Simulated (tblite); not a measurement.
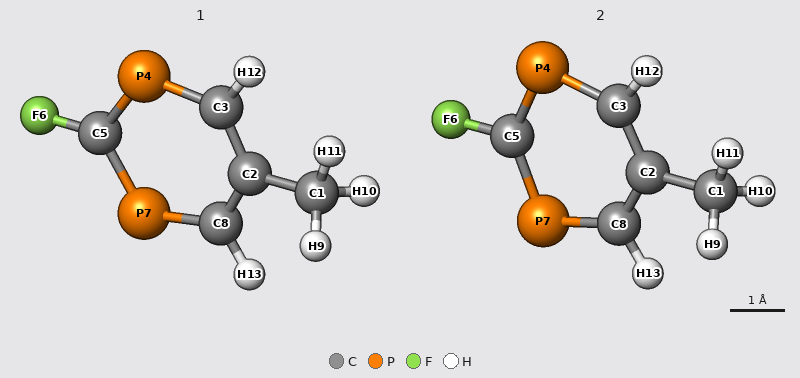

Two geometries of C$_{5}$H$_{5}$FP$_{2}$, drawn at one scale. One is the start of a relaxation, the other its converged end. A ball-and-stick model, seen from a free direction.

The calculation used GFN2-xTB geometry optimisation, gas phase in tblite. 

Question: Which geometry has the lower energy?

Answer: Structure 2 is the relaxed one. The largest move after the best rigid fit is that of C5, 0.28 Å. Largest moves by element: C 0.28 Å, F 0.26 Å, P 0.17 Å, H 0.09 Å. Among the contacts that change: P4–P7 2.859 → 3.191 Å, C1–H10 1.132 → 1.090 Å, C5–F6 1.343 → 1.364 Å, C3–H12 1.102 → 1.084 Å. Among the angles between lasting bonds that change: P4–C5–P7 110.5° → 133.5°, C5–P7–C8 117.4° → 100.9°, F6–C5–P7 126.0° → 113.2°. Over 26 geometry steps the energy falls by 25.4 kcal/mol.
